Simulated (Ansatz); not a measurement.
# CH5Al (SMILES [CH3][AlH2]): CCSD(T)/STO-3G

Aim: the energy change on altering one bond length of CH5Al at CCSD(T)/STO-3G, from 2 runs. 

The calculation is run with Ansatz 0.2.0.

43 further runs of the same task are left out: 1 that didn't finish, 42 set aside as unsound or not needed.

## (1) Starting point

The species is CH5Al (7 atoms), meant as a singlet with charge 0. SMILES: `[CH3][AlH2]`. Geometry: relaxed at PBE0-D4/def2-TZVP.

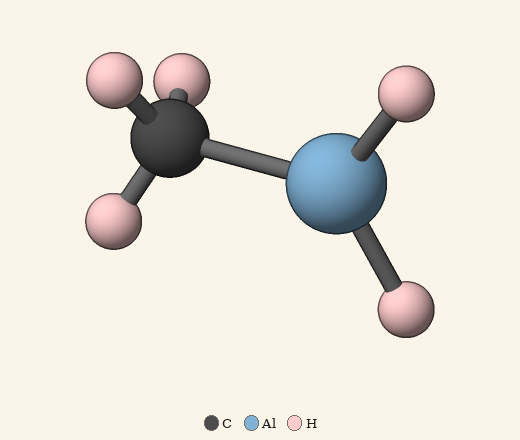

Viewed from a chosen angle; carbon dark grey, aluminium light blue, hydrogen pink.

## (2) The energy at CCSD(T)/STO-3G

File run.yaml:

```yaml
crystal:
  periodic: [false, false, false]
  atoms:
    - {symbol: C, position_ang: [-0.448500, -0.695600, -0.355500]}
    - {symbol: Al, position_ang: [0.562900, 0.778300, 0.424700]}
    - {symbol: H, position_ang: [-1.063100, -1.219600, 0.380800]}
    - {symbol: H, position_ang: [-1.134400, -0.306400, -1.118200]}
    - {symbol: H, position_ang: [0.193400, -1.425500, -0.855600]}
    - {symbol: H, position_ang: [0.016000, 1.549300, 1.703400]}
    - {symbol: H, position_ang: [1.934800, 1.251600, -0.225400]}
basis:
  gaussian:
    orbitals: STO-3G
correlation:
  method: ccsd_t
  frozen_orbitals: {Al: 5, C: 1, H: 0}
scf:
  omitted_lower_state_checks: [cluster_reference, increment]
accuracy: high
```

Launch:

```
ansatz run run.yaml --threads 1 --pin off --max-ram 2610MiB --events-out events.jsonl --progress --plain --runs-dir runs
```

The log of the run (excerpt; [...] marks lines left out):

```text
Warning: RAYON_NUM_THREADS=1 ignored (pool sized by the plan → 1); use --threads N
Functional definition: HF
  name "HF"
[...]
335 factors; integrals over basis functions are off by at most 2.0e-8 eV
[...]
mean field -7600.64080459 eV, -279.3183976694 hartree, gradient 8.2e-8 eV, S^2 0.000000; 0 other end points of the search recorded, 0 dependent functions left out
6 core orbitals not correlated: weight in the atoms' cores, before any rotation towards them, 0.999 or more for the frozen orbitals, at most 0.000 for the correlated occupied ones
reference -7600.64080459 eV, -279.3183976694 hartree; 6, 6 occupied and 7, 7 virtual orbitals, 335 factors
second order -2.31927776 eV of doubles, -0.00000000 eV of singles
cycle   1  -2.89747791 eV  change   -5.8e-1 eV  update   5.9e-2
[...]
cycle  18  -3.20540611 eV  change  -1.4e-10 eV  update  5.7e-10
perturbative correction -0.02130732 eV, -0.0007830295 hartree
Total energy: -7603.86751802 eV, -279.4369772008 hartree
Checks for a lower state left out: cluster_reference, increment
```

It took 0.16 s on 1 thread of Arm Neoverse V1, shared host.

## (3) The distorted shape, same level

File job.yaml:

```yaml
crystal:
  periodic: [false, false, false]
  atoms:
    - {symbol: C, position_ang: [-0.277016, -0.792905, -0.164815]}
    - {symbol: Al, position_ang: [0.734384, 0.680995, 0.615385]}
    - {symbol: H, position_ang: [-0.891616, -1.316905, 0.571485]}
    - {symbol: H, position_ang: [-1.134400, -0.306400, -1.118200]}
    - {symbol: H, position_ang: [0.364884, -1.522805, -0.664915]}
    - {symbol: H, position_ang: [0.187484, 1.451995, 1.894085]}
    - {symbol: H, position_ang: [2.106284, 1.154295, -0.034715]}
basis:
  gaussian:
    orbitals: STO-3G
correlation:
  method: ccsd_t
  frozen_orbitals: {Al: 5, C: 1, H: 0}
accuracy: high
scf:
  omitted_lower_state_checks: [cluster_reference, increment]
```

Launch:

```
ansatz run job.yaml --threads 1 --pin off --max-ram 2610MiB --events-out events.jsonl --progress --plain --runs-dir runs
```

The log of the run (excerpt; [...] marks lines left out):

```text
Warning: RAYON_NUM_THREADS=1 ignored (pool sized by the plan → 1); use --threads N
[... 2 set-up lines as earlier in the session ...]
[...]
335 factors; integrals over basis functions are off by at most 2.5e-8 eV
[...]
mean field -7599.40910313 eV, -279.2731334755 hartree, gradient 8.3e-8 eV, S^2 0.000000; 0 other end points of the search recorded, 0 dependent functions left out
6 core orbitals not correlated: weight in the atoms' cores, before any rotation towards them, 0.999 or more for the frozen orbitals, at most 0.000 for the correlated occupied ones
reference -7599.40910313 eV, -279.2731334755 hartree; 6, 6 occupied and 7, 7 virtual orbitals, 335 factors
second order -2.57284186 eV of doubles, -0.00000000 eV of singles
cycle   1  -3.21313426 eV  change   -6.4e-1 eV  update   6.6e-2
[...]
cycle  20  -3.58108161 eV  change  -4.9e-10 eV  update  2.2e-10
perturbative correction -0.02549519 eV, -0.0009369308 hartree
Total energy: -7603.01567992 eV, -279.4056727280 hartree
Checks for a lower state left out: cluster_reference, increment
```

Run time: 0.16 s. Hardware: 1 thread of Arm Neoverse V1, shared host.

## (4) Results

At CCSD(T)/STO-3G, 6 core orbitals frozen:

```
                                                         quantity          value
                                        first shape: total energy  -279.43698 Eh
         first shape: correlation energy (6 core orbitals frozen)     -118.6 mEh
                                      first shape: (T) correction      -0.78 mEh
                                       first shape: T1 diagnostic          0.006
                                    distorted shape: total energy  -279.40567 Eh
     distorted shape: correlation energy (6 core orbitals frozen)     -132.5 mEh
                                  distorted shape: (T) correction      -0.94 mEh
                                   distorted shape: T1 diagnostic          0.006
energy change with the C1–H4 bond stretched from 1.097 to 1.371 Å       0.852 eV
```

In words: With the C1–H4 bond stretched from 1.097 to 1.371 Å the energy rises by 0.85 eV (82.2 kJ/mol). The first shape isn't relaxed at this level, so the change isn't measured from a minimum. The minimal basis adds a large error of its own. The triples (first shape) make up 0.7 % of the correlation energy. The triples (distorted shape) make up 0.7 % of the correlation energy.
